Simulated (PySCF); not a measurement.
H₄OSSi, SMILES S[SiH2]O at its PBE0/def2-SVP optimised geometry (Å):

```
7

O      1.0543    -0.6152     0.0000
Si    -0.6064    -0.6152     0.0000
S     -1.4975     1.3412     0.0000
H      1.4975    -0.1683    -0.7272
H     -0.9985    -1.2585     1.2766
H     -1.1464    -1.3412    -1.1884
H     -1.5611     1.4350    -1.3460
```

Computed with PBE0/def2-TZVP run with PySCF.

Map of the electron localisation function on the plane z = 0.6 Å:

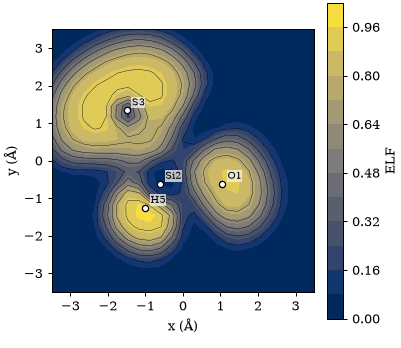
Fig. 1. Electron localisation function on the plane z = 0.6 Å.
